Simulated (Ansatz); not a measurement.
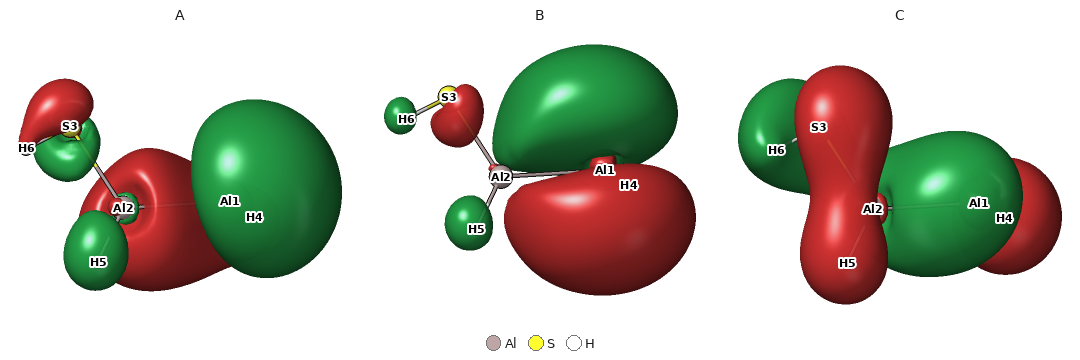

Figure 1: Al2H3S (doublet). Three frontier orbitals at ±0.06 Å⁻³ᐟ² (green and red are the two phases), in no order.

Geometry: PBE0-D4/def2-TZVP.

The calculation used UKS PBE0-D4/def2-TZVPP (Ansatz).

```xyz
6

Al   -2.1116   -0.4725   -0.6294
Al    0.2055    0.4464   -0.0397
S     1.4134   -0.7371    1.3651
H    -2.5585   -1.3801   -1.8716
H     0.7104    1.9215   -0.3537
H     2.3408    0.2217    1.5294
```

Order the three orbitals by energy and name them. All are α orbitals.

C is the HOMO−1 (α) (−7.62 eV). It lies mainly on S3 (about 30 %), Al1 (about 25 %), Al2 (about 20 %) and H4 (about 15 %). A is the HOMO (α) (−5.36 eV). It lies mainly on Al1 (about 70 %) and Al2 (about 20 %). B is the LUMO (α) (−2.52 eV). By Hirshfeld shares it lies mainly on Al1 (about 75 %) and Al2 (about 15 %).

What is the gap between the highest occupied and lowest empty α orbitals?

2.84 eV between the orbital energies.
